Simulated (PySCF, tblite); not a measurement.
# C₅H₉B: dynamics, then NMR shifts on frames, part 2 of 2

tblite 0.8.0 and PySCF 2.14.0. Atoms count from 0. The steps go on from the part before.

## (5) NMR shieldings: 625 fs, PBE0/pcSseg-1

The job: settings as JSON, then the geometry in Å.

```
{"job": {"kind": "nmr", "xc": "PBE0", "basis": "pcSseg-1", "pop": false}, "charge": 0, "multiplicity": 1}
B     -1.224600     0.754400     1.130700
C     -1.094800     0.790700    -0.411300
C     -1.952200     1.164600    -1.364600
C      0.279000     0.565300    -0.927800
C      1.109100    -0.303300    -0.364000
C      0.698300    -1.110900     0.829900
H     -2.285900     0.418700     1.629400
H     -0.501500     1.587600     1.656800
H     -2.929400     1.468200    -1.110300
H     -1.603800     1.309900    -2.322700
H      0.551300     0.916100    -1.896100
H      2.026100    -0.544400    -0.875700
H     -0.388200    -1.123500     1.002100
H      1.327700    -0.934400     1.666300
H      0.976400    -2.204400     0.670200
```

Level: GIAO PBE0/pcSseg-1 NMR shielding, non-relativistic, gas phase.

Log:

```text
coarse grid: 12096 points
cycle   1  E = -220.3177728282  dE =  6.018e-01  |g| = 3.647e-01  |ddm| = 3.358e+00
cycle   2  E = -220.3185133218  dE = -7.405e-04  |g| = 3.726e-01  |ddm| = 7.717e-01
cycle   3  E = -220.3561829898  dE = -3.767e-02  |g| = 6.259e-02  |ddm| = 4.420e-01
cycle   4  E = -220.3568942131  dE = -7.112e-04  |g| = 3.452e-02  |ddm| = 7.995e-02
cycle   5  E = -220.3571849889  dE = -2.908e-04  |g| = 6.580e-03  |ddm| = 3.056e-02
cycle   6  E = -220.3571966445  dE = -1.166e-05  |g| = 1.364e-03  |ddm| = 8.124e-03
cycle   7  E = -220.3571970159  dE = -3.713e-07  |g| = 6.262e-04  |ddm| = 1.488e-03
final grid: 115600 points
cycle   8  E = -220.3926340250  dE = -3.266e-05  |g| = 6.980e-03  |ddm| = 2.811e-02
cycle   9  E = -220.3926323582  dE =  1.667e-06  |g| = 7.439e-03  |ddm| = 1.420e-02
cycle  10  E = -220.3926472958  dE = -1.494e-05  |g| = 8.864e-04  |ddm| = 7.696e-03
cycle  11  E = -220.3926474907  dE = -1.949e-07  |g| = 3.051e-04  |ddm| = 1.017e-03
cycle  12  E = -220.3926475144  dE = -2.369e-08  |g| = 5.544e-05  |ddm| = 2.887e-04
cycle  13  E = -220.3926475151  dE = -7.620e-10  |g| = 1.730e-05  |ddm| = 6.113e-05
converged SCF energy = -220.3926475151

GIAO shielding tensors (ppm)
atom      isotropic    diamagn.    paramagn.     s11        s22        s33       span
  0 B       33.229     190.201    -156.971    -22.920     -5.688    128.296    151.216
  1 C       20.802     260.619    -239.818    -97.628     -1.184    161.217    258.844
  2 C       59.864     251.430    -191.566    -39.931     55.654    163.868    203.799
  3 C       32.060     256.086    -224.026    -75.782     54.662    117.299    193.082
  4 C       52.227     257.546    -205.319    -62.653     61.289    158.044    220.697
  5 C      162.742     249.807     -87.065    143.266    152.995    191.966     48.700
  6 H       24.027      28.326      -4.299     18.863     25.433     27.786      8.924
  7 H       24.171      28.476      -4.305     18.641     25.428     28.443      9.802
  8 H       26.574      30.361      -3.787     23.450     26.162     30.111      6.661
  9 H       26.735      32.919      -6.185     22.489     26.760     30.956      8.467
 10 H       25.176      34.720      -9.544     21.965     24.700     28.862      6.896
 11 H       25.801      32.227      -6.425     23.840     25.604     27.960      4.120
 12 H       31.250      31.025       0.225     27.719     31.666     34.364      6.645
 13 H       30.097      30.271      -0.174     26.939     27.231     36.121      9.182
 14 H       28.562      27.855       0.707     24.640     26.268     34.778     10.138
```

Wall time 11 s (1 thread of Arm Neoverse V2, shared host); peak memory 0.72 GiB.

In short: δ C1 166.1, C3 154.9, C4 134.7, C2 127.1, H6 7.69, H7 7.55 ppm.

## (6) Shielding tensors: 800 fs, PBE0/pcSseg-1

The job: settings as JSON, then the geometry in Å.

```
{"job": {"kind": "nmr", "xc": "PBE0", "basis": "pcSseg-1", "pop": false}, "charge": 0, "multiplicity": 1}
B     -1.333900    -0.119900     1.361600
C     -1.259000     0.414200    -0.039000
C     -2.321200     0.651300    -0.796600
C      0.042500     0.685200    -0.689900
C      1.238700     0.219300    -0.465500
C      1.409100    -1.002300     0.421200
H     -2.232600    -0.868400     1.753300
H     -0.533700     0.266100     2.148200
H     -3.334500     0.432600    -0.492500
H     -2.168700     1.002200    -1.773600
H      0.024600     1.420400    -1.487400
H      2.088700     0.408500    -1.092500
H      0.481300    -1.162700     0.916000
H      2.202900    -0.897300     1.219200
H      1.718700    -1.897600    -0.175800
```

With the program's defaults for keys left out, this is: GIAO PBE0/pcSseg-1 NMR shielding, non-relativistic, gas phase.

Log:

```text
coarse grid: 12096 points
cycle   1  E = -220.3277256431  dE =  6.126e-01  |g| = 3.609e-01  |ddm| = 3.356e+00
cycle   2  E = -220.3257582000  dE =  1.967e-03  |g| = 3.804e-01  |ddm| = 7.616e-01
cycle   3  E = -220.3646185123  dE = -3.886e-02  |g| = 7.430e-02  |ddm| = 4.438e-01
cycle   4  E = -220.3657202942  dE = -1.102e-03  |g| = 3.368e-02  |ddm| = 8.345e-02
cycle   5  E = -220.3660102754  dE = -2.900e-04  |g| = 6.166e-03  |ddm| = 3.119e-02
cycle   6  E = -220.3660209769  dE = -1.070e-05  |g| = 1.759e-03  |ddm| = 7.828e-03
cycle   7  E = -220.3660216647  dE = -6.877e-07  |g| = 6.633e-04  |ddm| = 1.901e-03
final grid: 115600 points
cycle   8  E = -220.4022453951  dE = -3.035e-05  |g| = 6.849e-03  |ddm| = 2.807e-02
cycle   9  E = -220.4022438934  dE =  1.502e-06  |g| = 7.326e-03  |ddm| = 1.327e-02
cycle  10  E = -220.4022582642  dE = -1.437e-05  |g| = 8.268e-04  |ddm| = 7.135e-03
cycle  11  E = -220.4022584213  dE = -1.570e-07  |g| = 3.015e-04  |ddm| = 9.276e-04
cycle  12  E = -220.4022584463  dE = -2.503e-08  |g| = 5.884e-05  |ddm| = 3.249e-04
cycle  13  E = -220.4022584472  dE = -9.654e-10  |g| = 1.352e-05  |ddm| = 6.712e-05
converged SCF energy = -220.4022584472

GIAO shielding tensors (ppm)
atom      isotropic    diamagn.    paramagn.     s11        s22        s33       span
  0 B       29.334     193.305    -163.970    -20.914    -17.097    126.014    146.929
  1 C       31.627     256.689    -225.062    -87.738      7.324    175.295    263.033
  2 C       39.950     253.494    -213.544    -65.472     30.641    154.682    220.154
  3 C       42.887     255.279    -212.392    -58.791     60.000    127.453    186.245
  4 C       56.212     256.375    -200.162    -51.415     59.045    161.006    212.421
  5 C      155.543     250.833     -95.291    141.388    148.705    176.535     35.146
  6 H       24.062      28.920      -4.859     19.530     25.617     27.037      7.507
  7 H       24.383      29.886      -5.503     18.204     24.979     29.968     11.764
  8 H       25.396      29.716      -4.319     22.150     25.605     28.435      6.285
  9 H       25.828      32.254      -6.426     21.227     26.012     30.246      9.018
 10 H       25.331      33.133      -7.802     22.766     23.705     29.522      6.756
 11 H       25.729      31.821      -6.092     23.777     25.156     28.254      4.476
 12 H       31.503      33.914      -2.411     27.324     32.375     34.810      7.486
 13 H       28.859      28.597       0.263     26.045     26.329     34.204      8.158
 14 H       29.160      29.165      -0.004     25.737     26.868     34.876      9.139
```

It took 11 s on 1 thread of Arm Neoverse V2, shared host; peak memory 0.72 GiB.

Key values: δ C1 155.3, C2 147.0, C3 144.0, C4 130.7, H6 7.66, H7 7.33 ppm.

## (7) Nuclear shieldings: 1000 fs, PBE0/pcSseg-1

The job: settings as JSON, then the geometry in Å.

```
{"job": {"kind": "nmr", "xc": "PBE0", "basis": "pcSseg-1", "pop": false}, "charge": 0, "multiplicity": 1}
B     -1.060300     0.029700     1.552000
C     -0.976800     0.366400     0.027900
C     -2.112500     0.551400    -0.737700
C      0.282600     0.782300    -0.603300
C      1.497000     0.286400    -0.543500
C      2.104400    -0.885300     0.122300
H     -2.147800    -0.322500     1.914600
H     -0.230900     0.025500     2.392900
H     -3.052300     0.236000    -0.415700
H     -2.102600     1.000000    -1.724500
H      0.100100     1.636200    -1.271400
H      2.269100     0.890100    -1.026500
H      1.609200    -1.231400     1.007300
H      3.045700    -0.524500     0.474200
H      2.408000    -1.729400    -0.541400
```

Level: GIAO PBE0/pcSseg-1 NMR shielding, non-relativistic, gas phase.

Log:

```text
coarse grid: 12096 points
cycle   1  E = -220.3297237853  dE =  5.067e-01  |g| = 3.506e-01  |ddm| = 3.371e+00
cycle   2  E = -220.3247136670  dE =  5.010e-03  |g| = 3.861e-01  |ddm| = 7.400e-01
cycle   3  E = -220.3643436847  dE = -3.963e-02  |g| = 9.810e-02  |ddm| = 4.403e-01
cycle   4  E = -220.3666273773  dE = -2.284e-03  |g| = 3.391e-02  |ddm| = 9.886e-02
cycle   5  E = -220.3669381551  dE = -3.108e-04  |g| = 5.966e-03  |ddm| = 3.384e-02
cycle   6  E = -220.3669491414  dE = -1.099e-05  |g| = 1.116e-03  |ddm| = 8.215e-03
cycle   7  E = -220.3669494890  dE = -3.476e-07  |g| = 2.470e-04  |ddm| = 1.518e-03
final grid: 115600 points
cycle   8  E = -220.4021115932  dE = -3.591e-05  |g| = 6.950e-03  |ddm| = 3.227e-02
cycle   9  E = -220.4021107872  dE =  8.060e-07  |g| = 7.243e-03  |ddm| = 1.355e-02
cycle  10  E = -220.4021249858  dE = -1.420e-05  |g| = 6.785e-04  |ddm| = 7.024e-03
cycle  11  E = -220.4021250780  dE = -9.229e-08  |g| = 3.103e-04  |ddm| = 7.312e-04
cycle  12  E = -220.4021251023  dE = -2.423e-08  |g| = 8.503e-05  |ddm| = 3.083e-04
cycle  13  E = -220.4021251045  dE = -2.261e-09  |g| = 1.449e-05  |ddm| = 1.003e-04
cycle  14  E = -220.4021251046  dE = -5.139e-11  |g| = 4.075e-06  |ddm| = 1.688e-05
converged SCF energy = -220.4021251046

GIAO shielding tensors (ppm)
atom      isotropic    diamagn.    paramagn.     s11        s22        s33       span
  0 B       26.435     191.857    -165.422    -34.838     -8.961    123.106    157.944
  1 C       18.269     254.591    -236.322    -92.119    -27.960    174.887    267.006
  2 C       21.948     253.938    -231.991    -91.236      9.871    147.208    238.444
  3 C       46.019     255.883    -209.864    -58.629     62.842    133.843    192.472
  4 C       57.058     254.927    -197.869    -43.123     54.290    160.007    203.130
  5 C      173.618     245.764     -72.146    151.328    179.596    189.930     38.601
  6 H       24.710      29.790      -5.081     19.825     26.722     27.583      7.757
  7 H       23.875      29.882      -6.007     16.841     26.286     28.499     11.658
  8 H       25.404      31.553      -6.150     21.182     26.314     28.715      7.533
  9 H       24.548      31.382      -6.834     19.754     25.200     28.689      8.935
 10 H       24.791      32.373      -7.582     22.607     23.153     28.613      6.006
 11 H       25.968      30.672      -4.704     22.425     26.123     29.355      6.930
 12 H       29.984      31.302      -1.318     25.145     29.290     35.517     10.372
 13 H       30.454      28.520       1.934     26.397     28.831     36.133      9.736
 14 H       29.357      27.548       1.809     25.592     26.738     35.742     10.150
```

It took 11 s on 1 thread of Arm Neoverse V2, shared host; peak memory 0.72 GiB.

Key values: δ C1 168.7, C2 165.0, C3 140.9, C4 129.9, H7 7.84, H9 7.17 ppm.

## (8) Comparing the runs: NMR shifts

Shifts (ppm) of some atoms, chosen among heavy atoms and hydrogens apart, with basis size and wall time:

```csv
frame,C1,C3,C4,C2,C5,H9,H13,functions,time
250 fs,167.9,143.8,143.4,107.5,22.0,4.90,2.21,147,11 s
425 fs,166.8,148.7,142.1,112.1,25.0,4.71,1.87,147,11 s
625 fs,166.1,154.9,134.7,127.1,24.2,4.98,1.62,147,11 s
800 fs,155.3,144.0,130.7,147.0,31.4,5.89,2.86,147,11 s
1000 fs,168.7,140.9,129.9,165.0,13.3,7.17,1.26,147,11 s
```

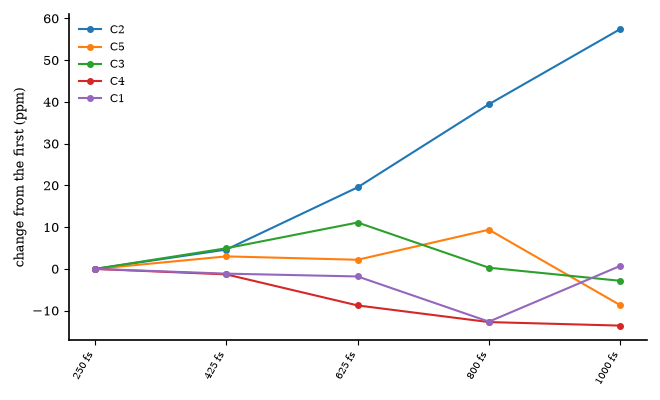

How five of the tabulated atoms move from run to run.

## (9) Summary of results

What follows sums up all 2 parts.

| quantity | value |
| --- | --- |
| thermostat | 300 K |
| mean temperature, second half | 289 K |
| mean potential energy above the minimum | 0.51 eV |
| 13C shifts against TMS (PBE0/pcSseg-1, 250 fs) | 167.9, 143.8, 143.4, 107.5, 22.0 ppm |
| 1H shifts against TMS (PBE0/pcSseg-1, 250 fs) | 7.57, 7.46, 6.72, 6.28, 5.11, 4.90, 2.21, 1.76, 0.63 ppm |
| 11B shifts against BF3·OEt2 (PBE0/pcSseg-1, 250 fs) | 75.2 ppm |
| range of the shift of C2 | 107.5 to 165.0 ppm |

What this shows: In the second half the potential energy averages 0.51 eV above the minimum; equipartition over 39 harmonic modes at 300 K would give 0.50 eV. With 15 atoms the temperature swings widely (154 to 375 K). Shifts at one fixed geometry are not the observed spectrum, which averages over the motion. In the first frame run (250 fs): The widest tensor belongs to C1: span 259 ppm, with a paramagnetic part of -239 ppm. In ppm, C2 moves most: its shift spreads over 57.5 ppm, from 107.5 (250 fs) to 165.0 (1000 fs).
